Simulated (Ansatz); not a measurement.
```sh
ansatz run in.yaml --threads 2 --pin off --events-out ev --progress --plain --max-ram 4352MiB
```

```yaml
crystal:
  periodic: [false, false, false]
  atoms:
    - {symbol: O, position_ang: [0.434569, -1.676028, -0.742385]}
    - {symbol: Si, position_ang: [0.104977, -0.556517, 0.384368]}
    - {symbol: F, position_ang: [0.029939, -1.413664, 1.713099]}
    - {symbol: Si, position_ang: [0.288603, 1.681442, 0.251289]}
    - {symbol: H, position_ang: [0.494770, -1.373737, -1.652568]}
    - {symbol: H, position_ang: [-0.936156, 1.790473, 1.136002]}
    - {symbol: H, position_ang: [-0.416691, 1.548030, -1.089796]}
basis:
  gaussian: {orbitals: def2-TZVPP}
hamiltonian: {xc: r2scan, dispersion: d4}
```

Work out the structure from the coordinates.

Formula FH₃OSi₂. As SMILES it reads `O[Si](F)=[SiH2]`. It has no ring. Among its groups: Si–H bond, Si–O bond. This geometry has C1 symmetry. Coordination, clear cases only: 1 O bent; 1 Si trigonal pyramidal.

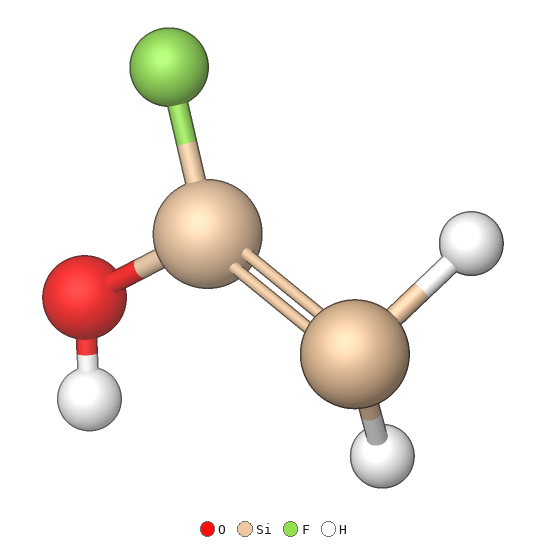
